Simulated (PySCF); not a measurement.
C₆H₈OSi, SMILES [SiH3]c1ccc(O)cc1 at its GFN2-xTB optimised geometry (Å):

```
16

O     -1.4643    -3.1729    -0.0030
C     -0.8177    -1.9758     0.0000
C     -1.4996    -0.7654     0.0010
C     -0.7952     0.4239     0.0012
C      0.5952     0.4465    -0.0001
Si     1.5627     2.0627     0.0111
C      1.2592    -0.7790     0.0000
C      0.5742    -1.9758     0.0000
H     -2.4187    -3.0290    -0.0027
H     -2.5827    -0.7592     0.0007
H     -1.3424     1.3560     0.0009
H      2.5827     2.0244    -1.0403
H      2.2167     2.2361     1.3123
H      0.6389     3.1729    -0.2298
H      2.3399    -0.7942    -0.0014
H      1.0924    -2.9220    -0.0011
```

Method: PBE/def2-TZVP (PySCF). Cells within 0.4 Å of a nucleus heavier than hydrogen are left out (blank, or x).

Map of the electrostatic potential (hartree/e), clipped to [-0.08, 0.12] on the plane z = 0.0 Å:

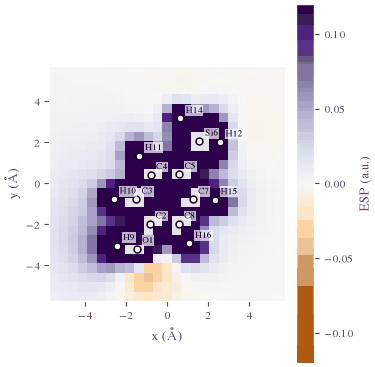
Electrostatic potential (hartree/e), clipped to [-0.08, 0.12] on the plane z = 0.0 Å.
